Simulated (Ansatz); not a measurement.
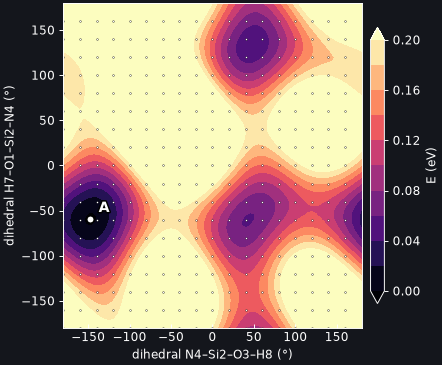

AlFH3NO2Si, SMILES O[Si]1(O)[NH][Al]1[F]. Coordinates scanned: (1) dihedral N4–Si2–O3–H8; (2) dihedral H7–O1–Si2–N4. Nothing is relaxed (all other coordinates rigid). Grid: 18 × 18 points. All energies are given in eV relative to the lowest grid point. Theory: RKS SPW92 (LDA)/def2-SVP (Ansatz 0.2.0).

In the figure: filled contours, dots at the grid points, one colour for all values above the top of the scale, the well A. Between grid points the surface is interpolated.

Question: Where is the minimum, and how stiff is the well along each coordinate? Take the well at A.

Answer: The interpolated minimum is at dihedral N4–Si2–O3–H8 ≈ −147°, dihedral H7–O1–Si2–N4 ≈ −59°. The curvatures there are about 0.27 eV/rad² and 0.26 eV/rad², with a cross term of about −0.035 eV/rad². Round the minimum the two coordinates are weakly coupled (coupling −0.13 in units of the two stiffnesses).
